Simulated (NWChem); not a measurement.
**One shape, several levels: C2F3N (cyanotrifluoromethane)**

We compute a comparison of 6 runs (M06-L/cc-pVDZ, BLYP/cc-pVDZ, PBE/cc-pVDZ, SVWN5/cc-pVDZ, TPSS/cc-pVDZ, r2SCAN/cc-pVDZ) of C2F3N (cyanotrifluoromethane). 

Program for the calculation: NWChem 7.3.0.

## Step 1: The molecule

C2F3N has 6 atoms, charge 0, and is taken as a singlet. As SMILES, `N#CC(F)(F)F`. Geometry: relaxed at PBE0-D4/def2-TZVP.

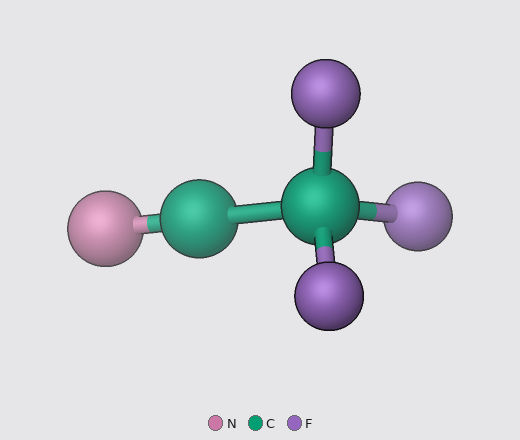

Viewed from a chosen angle; nitrogen pink, carbon teal, fluorine purple.

## Step 2: Energy and gradient at M06-L/cc-pVDZ (run 1)

The input, run.py:

```python
from ase import Atoms
from ase.calculators.nwchem import NWChem

atoms = Atoms(['N', 'C', 'C', 'F', 'F', 'F'], positions=[
    [1.022100, -1.705100, 0.893500],
    [0.486200, -0.810600, 0.417800],
    [-0.206400, 0.345600, -0.197200],
    [-1.316000, -0.055800, -0.802300],
    [0.581500, 0.927000, -1.091500],
    [-0.525200, 1.234800, 0.733600],
])

calc = NWChem(
    label='mymol',
    theory='dft',
    memory='2200 mb',
    basis='cc-pVDZ',
    basispar='spherical bse',
    dft={'xc': 'm06-l', 'mult': '1', 'grid': 'xfine', 'convergence': 'energy 1e-08', 'iterations': '100', 'mulliken': None, 'print': 'low'},
)
atoms.calc = calc

forces = atoms.get_forces()
e = atoms.get_potential_energy()
print(f"E = {e:.6f} eV")
print("forces (eV/A):")
for s, f in zip(atoms.symbols, forces):
    print(f"{s:2s} {f[0]:10.5f} {f[1]:10.5f} {f[2]:10.5f}")
```

Run with:

```sh
$ export ASE_NWCHEM_COMMAND="nwchem PREFIX.nwi > PREFIX.nwo"
$ python run.py
```

The program printed:

```text
E = -11712.762862 eV
forces (eV/A):
N     1.01605   -1.69616    0.90215
C    -1.04731    1.74856   -0.93028
C     0.24636   -0.41009    0.22045
F    -0.36931   -0.13190   -0.20199
F     0.25963    0.19427   -0.29624
F    -0.10547    0.29532    0.30591
```

The calculator wrote mymol.nwi:

```
title "mymol"

permanent_dir mymol

scratch_dir mymol

start mymol

geometry units angstrom nocenter noautosym noautoz
  N  1.0221000000000000e+00 -1.7051000000000001e+00 8.9349999999999996e-01
  C  4.8620000000000002e-01 -8.1059999999999999e-01 4.1780000000000000e-01
  C  -2.0640000000000000e-01 3.4560000000000002e-01 -1.9719999999999999e-01
  F  -1.3160000000000001e+00 -5.5800000000000002e-02 -8.0230000000000001e-01
  F  5.8150000000000002e-01 9.2700000000000005e-01 -1.0914999999999999e+00
  F  -5.2520000000000000e-01 1.2347999999999999e+00 7.3360000000000003e-01
end

memory 2200 mb

basis spherical bse noprint
   * library cc-pVDZ
end

dft
  xc m06-l
  mult 1
  grid xfine
  convergence energy 1e-08
  iterations 100
  mulliken
  print low
end

task dft gradient
```

mymol.nwo:

```text
Northwest Computational Chemistry Package (NWChem) 7.3.0
             --------------------------------------------------------

           Job information
           ---------------

    nwchem branch   = 7.3.0
    use scalapack   = T
    input           = mymol.nwi
    prefix          = mymol.
    data base       = mymol/mymol.db
    status          = startup
    nproc           =        1

           Memory information
           ------------------

    heap     =     72089596 doubles =      550.0 Mbytes
    stack    =     72089601 doubles =      550.0 Mbytes
    global   =    144179200 doubles =     1100.0 Mbytes (distinct from heap & stack)
    total    =    288358397 doubles =     2200.0 Mbytes
    verify   = yes
    hardfail = no

[... 38 lines left out ...]
            Nuclear Dipole moment (a.u.)
[... 72 lines left out ...]
   convergence    iter        energy       DeltaE   RMS-Dens  Diis-err    time
[... 14 lines left out ...]
         Total DFT energy =     -430.436099504200
      One electron energy =    -1054.618276796682
           Coulomb energy =      441.016848963882
    Exchange-Corr. energy =      -49.105337322616
 Nuclear repulsion energy =      232.270665651217
[... 31 lines left out ...]
                         DFT ENERGY GRADIENTS

    atom               coordinates                        gradient
                 x          y          z           x          y          z
   1 N       1.931489  -3.222172   1.688470   -0.019759   0.032985  -0.017544
   2 C       0.918785  -1.531812   0.789528    0.020367  -0.034004   0.018091
   3 C      -0.390039   0.653089  -0.372654   -0.004791   0.007975  -0.004287
   4 F      -2.486879  -0.105447  -1.516127    0.007182   0.002565   0.003928
   5 F       1.098876   1.751776  -2.062636   -0.005049  -0.003778   0.005761
   6 F      -0.992484   2.333434   1.386303    0.002051  -0.005743  -0.005949

 Task  times  cpu:       25.8s     wall:       25.8s
 Total times  cpu:       25.8s     wall:       25.8s
```

Run time: 27 s. Hardware: 1 thread of AMD EPYC 9R45 (Zen 5), shared host; peak memory 0.13 GiB.

## Step 3: Energy and gradient at BLYP/cc-pVDZ (run 2)

The input, run.py:

```python
from ase import Atoms
from ase.calculators.nwchem import NWChem

system = Atoms(['N', 'C', 'C', 'F', 'F', 'F'], positions=[
    [1.022100, -1.705100, 0.893500],
    [0.486200, -0.810600, 0.417800],
    [-0.206400, 0.345600, -0.197200],
    [-1.316000, -0.055800, -0.802300],
    [0.581500, 0.927000, -1.091500],
    [-0.525200, 1.234800, 0.733600],
])

calc = NWChem(
    label='mol',
    theory='dft',
    memory='2200 mb',
    basis='cc-pVDZ',
    basispar='spherical bse',
    dft={'xc': 'becke88 lyp', 'mult': '1', 'grid': 'xfine', 'convergence': 'energy 1e-08', 'iterations': '100', 'mulliken': None},
)
system.calc = calc

forces = system.get_forces()
print("Total energy (eV):", round(system.get_potential_energy(), 6))
print("forces (eV/A):")
for s, f in zip(system.symbols, forces):
    print(f"{s:2s} {f[0]:10.5f} {f[1]:10.5f} {f[2]:10.5f}")
print("dipole (e A):", system.get_dipole_moment().round(4))
```

Run with:

```sh
$ export ASE_NWCHEM_COMMAND="nwchem PREFIX.nwi > PREFIX.nwo"
$ python run.py
```

The program printed:

```text
Total energy (eV): -11712.403586
forces (eV/A):
N     1.44769   -2.41653    1.28524
C    -1.18024    1.97034   -1.04814
C     0.44855   -0.74747    0.39991
F    -1.30982   -0.50743   -0.70896
F     0.95717    0.66720   -1.05287
F    -0.36335    1.03389    1.12481
dipole (e A): [-0.1367  0.2281 -0.1214]
```

The calculator wrote mol.nwi:

```
title "mol"

permanent_dir mol

scratch_dir mol

start mol

geometry units angstrom nocenter noautosym noautoz
  N  1.0221000000000000e+00 -1.7051000000000001e+00 8.9349999999999996e-01
  C  4.8620000000000002e-01 -8.1059999999999999e-01 4.1780000000000000e-01
  C  -2.0640000000000000e-01 3.4560000000000002e-01 -1.9719999999999999e-01
  F  -1.3160000000000001e+00 -5.5800000000000002e-02 -8.0230000000000001e-01
  F  5.8150000000000002e-01 9.2700000000000005e-01 -1.0914999999999999e+00
  F  -5.2520000000000000e-01 1.2347999999999999e+00 7.3360000000000003e-01
end

memory 2200 mb

basis spherical bse noprint
   * library cc-pVDZ
end

dft
  xc becke88 lyp
  mult 1
  grid xfine
  convergence energy 1e-08
  iterations 100
  mulliken
end

task dft gradient
```

mol.nwo:

```text
Northwest Computational Chemistry Package (NWChem) 7.3.0
             --------------------------------------------------------

           Job information
           ---------------

    nwchem branch   = 7.3.0
    use scalapack   = T
    input           = mol.nwi
    prefix          = mol.
    data base       = mol/mol.db
    status          = startup
    nproc           =        1

           Memory information
           ------------------

    heap     =     72089596 doubles =      550.0 Mbytes
    stack    =     72089601 doubles =      550.0 Mbytes
    global   =    144179200 doubles =     1100.0 Mbytes (distinct from heap & stack)
    total    =    288358397 doubles =     2200.0 Mbytes
    verify   = yes
    hardfail = no

[... 102 lines left out ...]
  convergence criterion.
[... 36 lines left out ...]
          Spatial weights used:  Erf1
[... 85 lines left out ...]
         Total DFT energy =     -430.422896349905
[... 3 lines left out ...]
 Nuclear repulsion energy =      232.270665651217
[... 659 lines left out ...]
          Convergence on gradient requested:  5.00D-04
[... 23 lines left out ...]
          total energy or number of iterations.
[... 37 lines left out ...]
                 ----------------------------------------
                 |  Time  |  1-e(secs)   |  2-e(secs)   |
                 ----------------------------------------
                 |  CPU   |       0.00   |       2.07   |
                 ----------------------------------------
                 |  WALL  |       0.00   |       2.07   |
                 ----------------------------------------

 Task  times  cpu:       20.1s     wall:       20.1s
 Total times  cpu:       20.1s     wall:       20.1s
```

Wall time 21 s (1 thread of AMD EPYC 9R45 (Zen 5), shared host); peak memory 0.14 GiB.

## Step 4: Energy and forces at PBE/cc-pVDZ (run 3)

The input, c2f3n.nw:

```
start c2f3n
memory 2200 mb
charge 0

geometry units au noautosym nocenter noautoz
   N   1.93148907 -3.22217202  1.68847029
   C   0.91878484 -1.53181200  0.78952757
   C  -0.39003947  0.65308935 -0.37265399
   F  -2.48687958 -0.10544672 -1.51612727
   F   1.09887574  1.75177612 -2.06263607
   F  -0.99248416  2.33343382  1.38630309
end

basis spherical bse
   N library cc-pVDZ
   C library cc-pVDZ
   F library cc-pVDZ
end

dft
   xc xpbe96 cpbe96
   grid xfine
   convergence energy 1e-08
   maxiter 100
   mulliken
end

task dft gradient
```

Run with:

```sh
$ nwchem c2f3n.nw > c2f3n.out
```

The program printed:

```text
[...]
          Wavefunction type:  closed shell.
          No. of atoms     :     6
          No. of electrons :    46
[...]
          Charge           :     0
          Spin multiplicity:     1
[...]
          AO basis - number of functions:    84
[...]
              XC Information
              --------------
          PerdewBurkeErnzerhof Exchange Functional  1.000
            Perdew 1991 LDA Correlation Functional  1.000 local
           PerdewBurkeErnz. Correlation Functional  1.000 non-local
[...]
 d= 0,ls=0.0,diis     1   -429.7698262303 -6.62D+02  3.30D-02  2.60D+00     1.9
[...]
 d= 0,ls=0.0,diis    11   -430.0521176758 -4.08D-09  3.19D-07  2.85D-09    17.0
         Total DFT energy =     -430.052117675771
      One electron energy =    -1054.706954405447
           Coulomb energy =      441.064620546428
    Exchange-Corr. energy =      -48.680432546232
 Nuclear repulsion energy =      232.270648729481
[...]
      Total Density - Mulliken Population Analysis
     ---------------------------------------------
    Atom       Charge   Shell Charges
 -----------   ------   -------------------------------------------------------
    1 N    7     7.07   2.01  0.84  0.78  2.20  1.19  0.04
    2 C    6     6.10   2.01  0.70  0.39  2.08  0.86  0.06
    3 C    6     5.55   2.01  0.73  0.07  1.94  0.45  0.34
    4 F    9     9.09   2.01  0.90  0.98  3.33  1.86  0.01
    5 F    9     9.09   2.01  0.90  0.98  3.33  1.86  0.01
    6 F    9     9.09   2.01  0.90  0.98  3.33  1.86  0.01
[...]
  wavefunction    = closed shell
                         DFT ENERGY GRADIENTS
    atom               coordinates                        gradient
                 x          y          z           x          y          z
   1 N       1.931489  -3.222172   1.688470   -0.028634   0.047798  -0.025422
   2 C       0.918785  -1.531812   0.789528    0.025497  -0.042566   0.022643
   3 C      -0.390039   0.653089  -0.372654   -0.006814   0.011349  -0.006082
   4 F      -2.486880  -0.105447  -1.516127    0.018998   0.007723   0.010223
   5 F       1.098876   1.751776  -2.062636   -0.014183  -0.009471   0.015249
   6 F      -0.992484   2.333434   1.386303    0.005136  -0.014834  -0.016611
[...]
```

It took 21 s on 1 thread of AMD EPYC 9R45 (Zen 5), shared host; peak memory 0.13 GiB.

Runs 4 to 5 aren't shown in full; the table further down has their settings and results.

## Step 5: Energy and forces at r2SCAN/cc-pVDZ (run 6)

The input, run.py:

```python
from ase import Atoms
from ase.calculators.nwchem import NWChem

molecule = Atoms(['N', 'C', 'C', 'F', 'F', 'F'], positions=[
    [1.022100, -1.705100, 0.893500],
    [0.486200, -0.810600, 0.417800],
    [-0.206400, 0.345600, -0.197200],
    [-1.316000, -0.055800, -0.802300],
    [0.581500, 0.927000, -1.091500],
    [-0.525200, 1.234800, 0.733600],
])

calc = NWChem(
    label='c2f3n',
    theory='dft',
    memory='2200 mb',
    basis='cc-pVDZ',
    basispar='spherical bse',
    dft={'xc': 'r2scan', 'mult': '1', 'grid': 'xfine', 'convergence': 'energy 1e-08', 'iterations': '100', 'mulliken': None},
)
molecule.calc = calc

forces = molecule.get_forces()
print("Total energy (eV):", round(molecule.get_potential_energy(), 6))
print("forces (eV/A):")
for s, f in zip(molecule.symbols, forces):
    print(f"{s:2s} {f[0]:10.5f} {f[1]:10.5f} {f[2]:10.5f}")
print("dipole (e A):", molecule.get_dipole_moment().round(4))
```

Run with:

```sh
$ export ASE_NWCHEM_COMMAND="nwchem PREFIX.nwi > PREFIX.nwo"
$ python run.py
```

The program printed:

```text
Total energy (eV): -11708.827003
forces (eV/A):
N     1.01687   -1.69744    0.90282
C    -0.97357    1.62545   -0.86476
C     0.23968   -0.39898    0.21453
F    -0.51648   -0.19947   -0.27984
F     0.37626    0.26328   -0.41431
F    -0.14275    0.40716    0.44156
dipole (e A): [-0.1378  0.23   -0.1224]
```

The calculator wrote c2f3n.nwi:

```
title "c2f3n"

permanent_dir c2f3n

scratch_dir c2f3n

start c2f3n

geometry units angstrom nocenter noautosym noautoz
  N  1.0221000000000000e+00 -1.7051000000000001e+00 8.9349999999999996e-01
  C  4.8620000000000002e-01 -8.1059999999999999e-01 4.1780000000000000e-01
  C  -2.0640000000000000e-01 3.4560000000000002e-01 -1.9719999999999999e-01
  F  -1.3160000000000001e+00 -5.5800000000000002e-02 -8.0230000000000001e-01
  F  5.8150000000000002e-01 9.2700000000000005e-01 -1.0914999999999999e+00
  F  -5.2520000000000000e-01 1.2347999999999999e+00 7.3360000000000003e-01
end

memory 2200 mb

basis spherical bse noprint
   * library cc-pVDZ
end

dft
  xc r2scan
  mult 1
  grid xfine
  convergence energy 1e-08
  iterations 100
  mulliken
end

task dft gradient
```

c2f3n.nwo:

```text
Northwest Computational Chemistry Package (NWChem) 7.3.0
             --------------------------------------------------------

           Job information
           ---------------

    nwchem branch   = 7.3.0
    use scalapack   = T
    input           = c2f3n.nwi
    prefix          = c2f3n.
    data base       = c2f3n/c2f3n.db
    status          = startup
    nproc           =        1

           Memory information
           ------------------

    heap     =     72089596 doubles =      550.0 Mbytes
    stack    =     72089601 doubles =      550.0 Mbytes
    global   =    144179200 doubles =     1100.0 Mbytes (distinct from heap & stack)
    total    =    288358397 doubles =     2200.0 Mbytes
    verify   = yes
    hardfail = no

[... 102 lines left out ...]
  convergence criterion.
[... 37 lines left out ...]
          Spatial weights used:  Erf1
[... 85 lines left out ...]
         Total DFT energy =     -430.291459330780
[... 3 lines left out ...]
 Nuclear repulsion energy =      232.270665651217
[... 659 lines left out ...]
          Convergence on gradient requested:  5.00D-04
[... 24 lines left out ...]
          total energy or number of iterations.
[... 37 lines left out ...]
                 ----------------------------------------
                 |  Time  |  1-e(secs)   |  2-e(secs)   |
                 ----------------------------------------
                 |  CPU   |       0.00   |       2.08   |
                 ----------------------------------------
                 |  WALL  |       0.00   |       2.08   |
                 ----------------------------------------

 Task  times  cpu:       24.9s     wall:       24.9s
 Total times  cpu:       24.9s     wall:       24.9s
```

Wall time 26 s (1 thread of AMD EPYC 9R45 (Zen 5), shared host); peak memory 0.14 GiB.

## Step 6: The series

| run | level | energy (Eh) | largest force (eV/Å) | wall time |
| --- | --- | --- | --- | --- |
| 1 | M06-L/cc-pVDZ | -430.436100 | 2.240 | 27 s |
| 2 | BLYP/cc-pVDZ | -430.422896 | 3.096 | 21 s |
| 3 | PBE/cc-pVDZ | -430.052118 | 3.149 | 21 s |
| 4 | SVWN5/cc-pVDZ | -427.467787 | 2.729 | 15 s |
| 5 | TPSS/cc-pVDZ | -430.524767 | 2.774 | 26 s |
| 6 | r2SCAN/cc-pVDZ | -430.291459 | 2.175 | 26 s |

## Step 7: Outcome

| quantity | value |
| --- | --- |
| run 6: total energy | -430.29146 Eh |
| run 6: dipole moment | 1.42 D |
| run 6: HOMO energy | -9.78 eV |
| run 6: LUMO energy | -1.41 eV |
| run 6: HOMO–LUMO gap | 8.37 eV |
| run 6: largest force on an atom | 2.175 eV/Å |

In words: Over runs 2, 3, 4, 5, 6 the dipole moment (its size) runs from 1.40 D (BLYP/cc-pVDZ) to 1.44 D (PBE/cc-pVDZ). Over runs 2, 3, 4, 6 the HOMO–LUMO gap runs from 7.61 eV (SVWN5/cc-pVDZ) to 8.37 eV (r2SCAN/cc-pVDZ). Totals of different functionals can't be ranked against each other. All runs together took 2.3 min, the longest 27 s.
